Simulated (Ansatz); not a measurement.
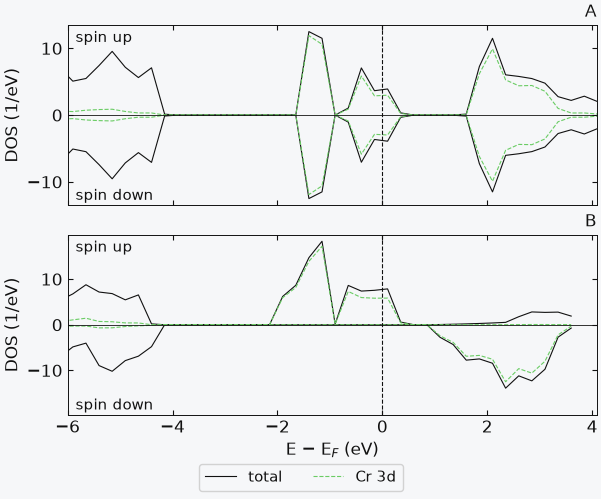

Spin-resolved densities of states of Cr₂Cl₃, space group R-3c (No. 167), 10 atoms in the cell, in two magnetic states on the same cell (spin down negative; each from its own Fermi level). Method: DFT with PBE, PAW plane waves, spin-polarised, 4×4×4 k mesh, 420 eV cutoff (Ansatz).

Q: Which panel is which state: antiferromagnetic and ferromagnetic?

A: A is antiferromagnetic (net moment 0.0 μB, local moments 17.4 μB in all, metal); B is ferromagnetic (net moment 18.0 μB, local moments 18.1 μB in all, half-metal). Unequal spin channels mark a net moment; equal ones mean that moments cancel or are absent.

Q: Which of these states is lowest in energy?

A: The antiferromagnetic one; the ferromagnetic state lies 23 meV an atom higher. Other orders weren't compared here.

The structure was built from a prototype or by substitution, so it need not be a known phase.
